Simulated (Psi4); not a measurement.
# C2H4Al− (SMILES C#[C][AlH3-]): HF/3-21G

What is the vertical ionisation energy of C2H4Al− at HF/3-21G? 

The results are computed with Psi4 1.11.

6 further runs of the same task are left out: 2 that didn't finish, 4 set aside as unsound or not needed.

## 1. The structure to begin with

The species is C2H4Al− (7 atoms), meant as a singlet with charge -1. As SMILES, `C#[C][AlH3-]`. The shape comes from GFN2-xTB, which is rough for such elements, and wasn't checked as a minimum.

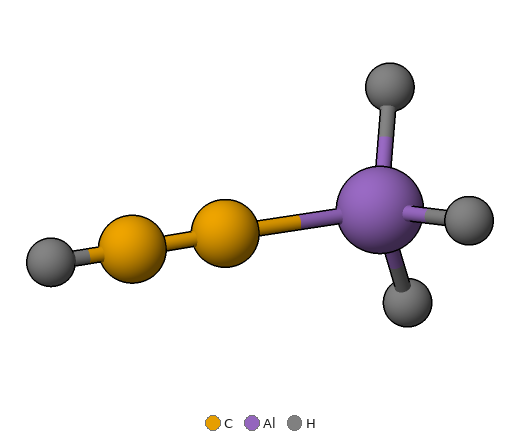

Viewed from a chosen angle; carbon amber, aluminium purple, hydrogen grey.

## 2. The energy at HF/3-21G

calc.dat reads:

```
memory 1600 mb

molecule molecule1 {
  -1 1
  C     -0.916000    -1.890510     0.036740
  C     -0.396540    -0.796130     0.007040
  Al     0.491510     1.012710    -0.020910
  H     -1.380740    -2.845310     0.060780
  H      0.284440     1.706620    -1.474090
  H     -0.163180     1.963600     1.120790
  H      2.080500     0.849040     0.269660
  symmetry c1
  no_reorient
  no_com
}

set basis 3-21G
set reference rhf
set puream true
set e_convergence 1e-09
set d_convergence 1e-08
set scf_type pk

energy_value, wavefunction = energy('scf', return_wfn=True)
oeprop(wavefunction, 'MAYER_INDICES', 'QUADRUPOLE', 'DIPOLE', title='SCF')
```

Started as:

```sh
$ psi4 -n 1 calc.dat calc.out
```

calc.out:

```text
[...]
  Running in c1 symmetry.
[...]
  Nuclear repulsion =   74.135103438769605
[...]
  Multiplicity = 1
[...]
  Nalpha       = 15
  Nbeta        = 15
[...]
    Number of basis functions: 39
[...]
   @RHF iter   1:  -318.11865441596228   -1.31519e+00   7.25811e-03 ADIIS/DIIS
[...]
   @RHF iter  10:  -318.17478716113561   -4.54747e-13   3.69648e-09 DIIS
[...]
    Orbital Energies [Eh]
    ---------------------
    Doubly Occupied:
       1A    -57.824156     2A    -10.981124     3A    -10.974897
       4A     -4.629701     5A     -2.934172     6A     -2.934172
       7A     -2.933558     8A     -0.831240     9A     -0.550617
      10A     -0.404739    11A     -0.274519    12A     -0.226742
      13A     -0.226705    14A     -0.187764    15A     -0.187715
[...]
  @RHF Final Energy:  -318.17478716113561
   => Energetics <=
    Nuclear Repulsion Energy =             74.1351034387696046
    One-Electron Energy =                -592.4161432913953149
    Two-Electron Energy =                 200.1062526914900843
    Total Energy =                       -318.1747871611355549
[...]
 Multipole Moments:
 ------------------------------------------------------------------------------------
     Multipole            Electronic (a.u.)      Nuclear  (a.u.)        Total (a.u.)
 ------------------------------------------------------------------------------------
 L = 1.  Multiply by 2.5417464519 to convert [e a0] to [Debye]
 Dipole X            :          0.5469851           -1.2558931           -0.7089079
 Dipole Y            :          0.9589216           -2.4200967           -1.4611751
 Dipole Z            :          0.0928716           -0.0604901            0.0323814
 Magnitude           :                                                    1.6243866
 L = 2.  Multiply by 1.3450342976 to convert [e a0^2] to [Debye ang]
 Quadrupole XX       :        -82.6864724           55.2116044          -27.4748680
 Quadrupole XY       :        -88.9392624           87.9029796           -1.0362829
[...]
```

Run time: 2.4 s. Hardware: 1 thread of Intel Xeon Platinum 8375C at 2.90GHz (Ice Lake), shared host; peak memory 0.18 GiB.

## 3. Doublet neutral C2H4Al

c2h4al.in reads:

```
memory 1600 mb

molecule mol {
  0 2
  C     -0.916000    -1.890510     0.036740
  C     -0.396540    -0.796130     0.007040
  Al     0.491510     1.012710    -0.020910
  H     -1.380740    -2.845310     0.060780
  H      0.284440     1.706620    -1.474090
  H     -0.163180     1.963600     1.120790
  H      2.080500     0.849040     0.269660
  units angstrom
  symmetry c1
}

set {
  basis         3-21G
  reference     uhf
  puream        true
  e_convergence 1e-09
  d_convergence 1e-08
  scf_type      pk
  maxiter       200
}

e_tot, wfn = energy('scf', return_wfn=True)
oeprop(wfn, 'MAYER_INDICES', 'LOWDIN_CHARGES', 'WIBERG_LOWDIN_INDICES', title='SCF')
print_variables()
```

Started as:

```sh
$ psi4 c2h4al.in c2h4al.out -n 1
```

c2h4al.out:

```text
[...]
  Running in c1 symmetry.
[...]
  Nuclear repulsion =   74.135103438769605
[...]
  Multiplicity = 2
[...]
  Nalpha       = 15
  Nbeta        = 14
[...]
    Number of basis functions: 39
[...]
   @UHF iter   1:  -317.96369666982105   -1.16023e+00   6.37590e-03 DIIS/ADIIS
[...]
   @UHF iter  28:  -318.02121557744681   -1.47793e-12   4.98318e-09 DIIS
[...]
   @S^2 Observed:                8.209922684E-01
[...]
    Orbital Energies [Eh]
    ---------------------
    Alpha Occupied:
       1A    -58.079092     2A    -11.173040     3A    -11.151231
       4A     -4.885675     5A     -3.193988     6A     -3.187842
       7A     -3.187339     8A     -1.013366     9A     -0.728824
      10A     -0.705304    11A     -0.557128    12A     -0.473235
      13A     -0.439433    14A     -0.395296    15A     -0.386315
    Alpha Virtual:
      16A      0.131801    17A      0.142358    18A      0.148039
      19A      0.242546    20A      0.255691    21A      0.268812
      22A      0.276013    23A      0.311162    24A      0.382072
      25A      0.394348    26A      0.443068    27A      0.765763
[...]
  @UHF Final Energy:  -318.02121557744681
   => Energetics <=
    Nuclear Repulsion Energy =             74.1351034387696046
    One-Electron Energy =                -585.9548788264849009
    Two-Electron Energy =                 193.7985598102685003
    Total Energy =                       -318.0212155774468101
  UHF NO Occupations:
  HONO-2 :   13  A 1.9934206
  HONO-1 :   14  A 1.9793202
[...]
 Multipole Moments:
 ------------------------------------------------------------------------------------
     Multipole            Electronic (a.u.)      Nuclear  (a.u.)        Total (a.u.)
 ------------------------------------------------------------------------------------
 L = 1.  Multiply by 2.5417464519 to convert [e a0] to [Debye]
 Dipole X            :         -0.8982926            0.3990810           -0.4992116
 Dipole Y            :         -0.2256248            0.7956921            0.5700673
 Dipole Z            :          0.7997762            0.0011357            0.8009119
 Magnitude           :                                                    1.1025646
[...]
```

Wall time 2.5 s (1 thread of Intel Xeon Platinum 8375C at 2.90GHz (Ice Lake), shared host); peak memory 0.18 GiB.

## 4. Summary of results

At HF/3-21G:

```
                                                              quantity          value
                                         singlet C2H4Al−: total energy  -318.17479 Eh
                                          singlet C2H4Al−: HOMO energy       -5.11 eV
                                          singlet C2H4Al−: LUMO energy        9.15 eV
singlet C2H4Al−: HOMO–LUMO gap (to an unbound level, set by the basis)       14.26 eV
                                  doublet neutral C2H4Al: total energy  -318.02122 Eh
                                 doublet neutral C2H4Al: dipole moment         2.80 D
            doublet neutral C2H4Al: HOMO energy (highest over α and β)      -10.01 eV
             doublet neutral C2H4Al: LUMO energy (lowest over α and β)       -3.22 eV
                                          doublet neutral C2H4Al: ⟨S²⟩          0.821
                   vertical detachment energy (to the doublet neutral)       4.179 eV
```

**Reading.** Removing an electron at fixed nuclei costs 4.18 eV (96 kcal/mol). The negative HOMO energy of the first species, 5.11 eV, lies 0.93 eV above that difference.
